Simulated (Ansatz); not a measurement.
Base system: SiO₂ (space group P4_32_12, No. 96; a = 5.030 Å, c = 7.013 Å).

Now apply this change: cell and atoms relaxed at a pressure of 1.5 GPa.

All numbers come from PBEsol, PAW, 420 eV (Ansatz, an electronic-structure program; no spin-orbit coupling).

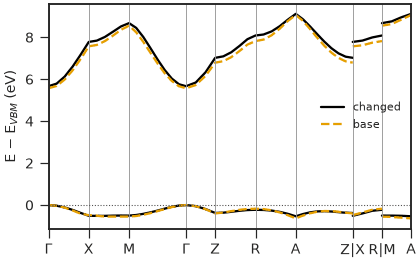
*Highest valence and lowest conduction band along the path, each from its own valence-band maximum*

The gap is 5.67 eV, direct at Γ; the base has 5.57 eV.

Load acts through the strain it causes; cell and atoms are relaxed under it. Whether these cells are dynamically stable was not tested.
